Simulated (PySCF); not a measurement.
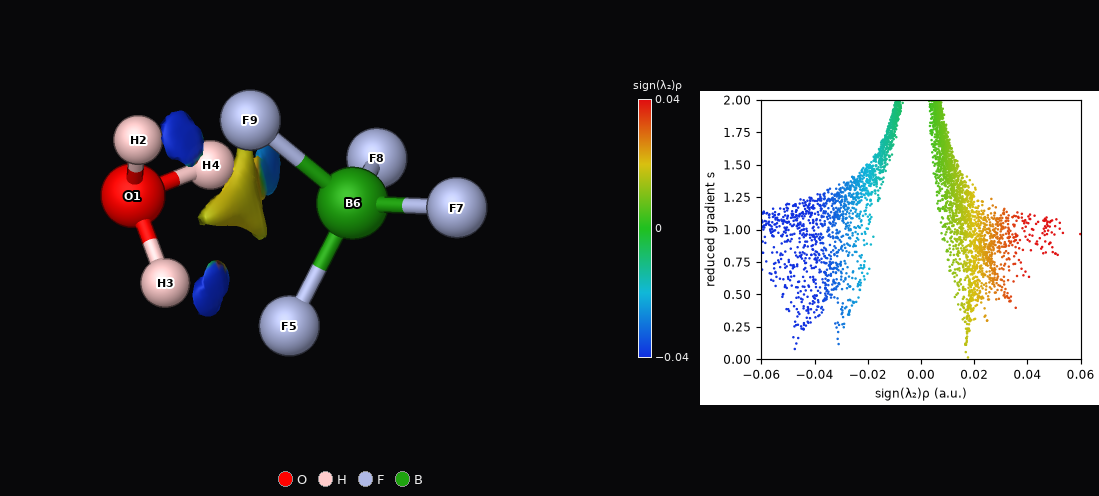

BF4H3O, SMILES `[OH3+].F[B-](F)(F)F`. Non-covalent interaction surfaces between the fragments (reduced density gradient s = 0.4, coloured by sign(λ₂)ρ in a.u.; trimmed to the region between the fragments where ρ is under 0.06 a.u.). Fragment A: H3O(+1) (atoms 1–4); fragment B: BF4(−1). The plot gives s against sign(λ₂)ρ for grid points between the fragments.

Level of theory: PBE/6-31G* (PySCF), at a geometry from GFN2-xTB. The basis has no diffuse functions, which an anion needs.

The calculation's input:

```python
import numpy as np
from pyscf import gto, scf, dft
from pyscf.scf import atom_ks, atom_hf
from scipy.linalg import block_diag
from pyscf.dispersion import dftd3

def solve(mol, dm0=None, hcore=None):
    mf = (dft.UKS if mol.spin else dft.RKS)(mol, xc='pbe')
    mf.grids.level = 3
    mf = mf.density_fit(auxbasis='def2-universal-jkfit')
    mf.conv_tol, mf.max_cycle = 1e-8, 80
    if hcore is not None:
        mf.get_hcore = lambda *args: hcore
    mf.kernel(dm0)
    if not mf.converged:
        mf = mf.newton().run(mf.mo_coeff, mf.mo_occ, max_cycle=30)
    assert mf.converged, 'SCF not converged'
    return mf

mol = gto.M(atom='''
O      2.10100     0.00281    -0.01524
H      1.59630     0.81985    -0.31428
H      1.59085    -0.71689    -0.52537
H      1.76997    -0.12461     0.91473
F     -0.03381    -1.02011    -0.78181
B     -0.62641    -0.00268     0.00749
F     -1.95105     0.00744    -0.01901
F     -0.05951    -0.17822     1.27979
F     -0.02596     1.19228    -0.47792
''', basis='6-31g*', charge=0, spin=0, verbose=4)
mol_a = gto.M(atom='''
O      2.10100     0.00281    -0.01524
H      1.59630     0.81985    -0.31428
H      1.59085    -0.71689    -0.52537
H      1.76997    -0.12461     0.91473
ghost-F     -0.03381    -1.02011    -0.78181
ghost-B     -0.62641    -0.00268     0.00749
ghost-F     -1.95105     0.00744    -0.01901
ghost-F     -0.05951    -0.17822     1.27979
ghost-F     -0.02596     1.19228    -0.47792
''', basis='6-31g*', charge=1, spin=0, verbose=4)
mol_b = gto.M(atom='''
ghost-O      2.10100     0.00281    -0.01524
ghost-H      1.59630     0.81985    -0.31428
ghost-H      1.59085    -0.71689    -0.52537
ghost-H      1.76997    -0.12461     0.91473
F     -0.03381    -1.02011    -0.78181
B     -0.62641    -0.00268     0.00749
F     -1.95105     0.00744    -0.01901
F     -0.05951    -0.17822     1.27979
F     -0.02596     1.19228    -0.47792
''', basis='6-31g*', charge=-1, spin=0, verbose=4)
ab, a, b = solve(mol), solve(mol_a), solve(mol_b)
e_int = ab.e_tot - a.e_tot - b.e_tot
print('counterpoise-corrected interaction energy / kcal/mol', e_int * 627.5095)
def disp(atoms, charge):
    m = gto.M(atom=atoms, charge=charge, basis='sto-3g', spin=None, unit='Bohr', verbose=0)
    return dftd3.DFTD3Dispersion(m, xc='pbe', version='d3bj').get_dispersion()['energy']
e_disp = disp(mol._atom, mol.charge) - disp(mol._atom[:4], mol_a.charge) - disp(mol._atom[4:], mol_b.charge)
print('D3(BJ) part / kcal/mol', e_disp * 627.5095)
# spherically averaged free atoms, for the promolecule
atm = atom_ks.get_atm_nrks(mol, xc='pbe')
pro = block_diag(*[(atm[a[0]][2] * atm[a[0]][3]) @ atm[a[0]][2].T for a in mol._atom])
np.savez('result.npz', e_int=e_int, e_disp=e_disp, dm_a=a.make_rdm1(), dm_b=b.make_rdm1(), c=ab.mo_coeff, occ=ab.mo_occ, eps=ab.mo_energy, pro=pro, d=[f.dip_moment(verbose=0) for f in (ab, a, b)])
```

Run with:

```sh
OMP_NUM_THREADS=1 python input.py
```

The run took 23 s on 1 thread of Arm Neoverse V2, on a shared host, peak memory 0.39 GiB.

Partitions, critical points and surface values were worked out afterwards from this run's density.

Which interactions hold the two fragments together?

Bond critical points between the fragments: H2···F9, hydrogen bond, 1.67 Å, ρ = 0.048 a.u.; H3···F5, hydrogen bond, 1.67 Å, ρ = 0.048 a.u.; H4···F8, hydrogen bond, 1.87 Å, ρ = 0.032 a.u. The strongest appears blue (attractive, sign(λ₂)ρ well below zero). Several contacts close a ring, whose ring point adds a part with positive λ₂ between them. The pose is a local one from a semi-empirical search, not shown to be the most stable. With a charged fragment, long-range electrostatics, which these surfaces don't show, weighs heavily in the interaction energy.

How strongly are they bound?

The counterpoise-corrected interaction energy of the frozen fragments is −151.8 kcal/mol without dispersion correction and −153.2 kcal/mol with D3(BJ). The pair geometry is semi-empirical, not a minimum at this level.
